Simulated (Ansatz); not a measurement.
```yaml
atoms:
  - { symbol: N, position_ang: [-0.2464, -0.2428, -2.2203] }
  - { symbol: H, position_ang: [0.5125, 0.3445, -2.5434] }
  - { symbol: H, position_ang: [-0.1489, -1.1368, -2.6856] }
  - { symbol: H, position_ang: [-1.1073, 0.1737, -2.5530] }
```

Geometry: PBE0-D4/def2-TZVP.

Level of theory: RKS PBE0-D4/def2-TZVPPD in Ansatz.

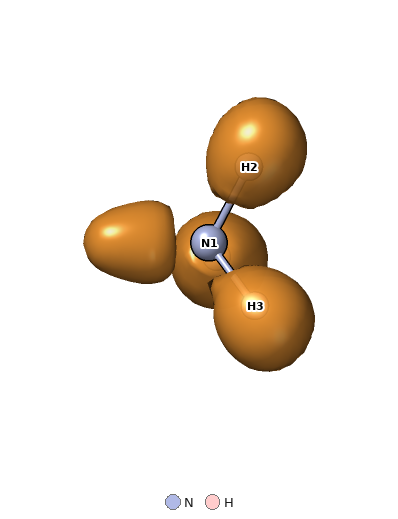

NH₃. Isosurface of the ELF at 0.9 (orange), seen at an oblique angle. Core shells and regions of very low density are left out.

**Describe the localisation domains.**

The surface consists of three regions around hydrogen nuclei and one lobe on N, pointing away from the bonds (lone pairs).

Values along the shortest contacts:
N–H (1.01 Å): the ELF climbs to about 1 towards the hydrogen, as it does in any bond to H: a covalent bond by its length.
